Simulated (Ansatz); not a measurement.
**GeH(NMe2)3 (C₆H₁₉GeN₃): structure and electronic state**

What does GeH(NMe2)3 (C₆H₁₉GeN₃) look like as a singlet, and where do its frontier electrons sit?

Program: Ansatz 0.2.0, Gaussian basis. Level of theory: RKS PBE0-D4/def2-TZVP. These are calculated values, not measurements.

Levels to be run: relaxation at PBE-D4/def2-SVP; a single point at PBE0-D4/def2-TZVP.

## 1. Starting geometry

29 atoms, charge 0, spin multiplicity 1.

Atoms are counted from 1 here; the program's logs count them from 0.

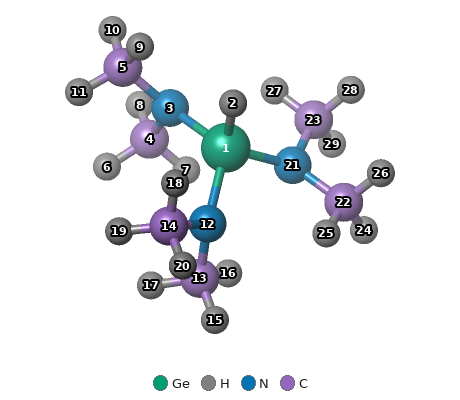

Start geometry, drawn with germanium teal, hydrogen grey, nitrogen blue, carbon purple; atoms are numbered from 1 in the order of the file.

The start is a GFN2-xTB geometry.

## 2. Relaxation at PBE-D4/def2-SVP

File in.yaml:

```yaml
crystal:
  periodic: [false, false, false]
  atoms:
    - {symbol: Ge, position_ang: [-0.039270, -0.103890, 0.718630]}
    - {symbol: H, position_ang: [0.007830, -0.103950, 2.245090]}
    - {symbol: N, position_ang: [1.729470, -0.244900, 0.203830]}
    - {symbol: C, position_ang: [2.062430, -0.192340, -1.201510]}
    - {symbol: C, position_ang: [2.773000, 0.307960, 1.033620]}
    - {symbol: H, position_ang: [2.272520, 0.830990, -1.541230]}
    - {symbol: H, position_ang: [1.230800, -0.589200, -1.781150]}
    - {symbol: H, position_ang: [2.951480, -0.800890, -1.396680]}
    - {symbol: H, position_ang: [2.455120, 0.282020, 2.075200]}
    - {symbol: H, position_ang: [3.682250, -0.292820, 0.930390]}
    - {symbol: H, position_ang: [3.018900, 1.345030, 0.767550]}
    - {symbol: N, position_ang: [-1.059520, 1.376340, 0.298010]}
    - {symbol: C, position_ang: [-1.362080, 1.669260, -1.084910]}
    - {symbol: C, position_ang: [-0.944650, 2.574440, 1.094860]}
    - {symbol: H, position_ang: [-2.339260, 2.158210, -1.155170]}
    - {symbol: H, position_ang: [-1.392800, 0.738920, -1.648900]}
    - {symbol: H, position_ang: [-0.617210, 2.334670, -1.541770]}
    - {symbol: H, position_ang: [-0.678740, 2.303060, 2.115960]}
    - {symbol: H, position_ang: [-0.184580, 3.266390, 0.707060]}
    - {symbol: H, position_ang: [-1.904470, 3.100410, 1.110680]}
    - {symbol: N, position_ang: [-0.870800, -1.467080, -0.178530]}
    - {symbol: C, position_ang: [-2.312490, -1.588520, -0.120410]}
    - {symbol: C, position_ang: [-0.228000, -2.758590, -0.299770]}
    - {symbol: H, position_ang: [-2.686940, -1.995960, -1.064550]}
    - {symbol: H, position_ang: [-2.749770, -0.606210, 0.040880]}
    - {symbol: H, position_ang: [-2.637150, -2.254430, 0.688620]}
    - {symbol: H, position_ang: [0.850310, -2.627670, -0.259510]}
    - {symbol: H, position_ang: [-0.529180, -3.445550, 0.500580]}
    - {symbol: H, position_ang: [-0.497170, -3.215700, -1.256880]}
basis:
  gaussian: {orbitals: def2-SVP}
hamiltonian: {xc: pbe, dispersion: d4}
scf: {lower_state_search: "off"}
output: {orbitals: {seedname: orbitals}}
relax: {f_tol: 0.03, max_steps: 70}
```

On the command line:

```bash
> ansatz run in.yaml --threads 2 --pin off --events-out ev --progress --plain --max-ram 32768MiB --backend cuda --devices 0, --max-vram 18GiB
```

After this run come: Single point, PBE0-D4/def2-TZVP.

Before running them: what should the planned runs give, taken together? Wanted: point group; commonest bond, hydrogen aside; HOMO, LUMO at PBE0-D4/def2-TZVP; dipole at PBE-D4/def2-SVP.

As calculated:

```
                       quantity                          value
                    point group                             Cs
 commonest bond, hydrogen aside  C–N, 6 of mean length 1.448 Å
HOMO, LUMO at PBE0-D4/def2-TZVP                 -5.77, 0.81 eV
      dipole at PBE-D4/def2-SVP                         0.43 D
```

In words: The molecule keeps its bonding pattern by the stored test; the atoms moved 0.12 Å (rms). No usable vibrations, so a minimum isn't proven. The point group is read from a loosely relaxed geometry; soft torsions can leave it below the true symmetry.
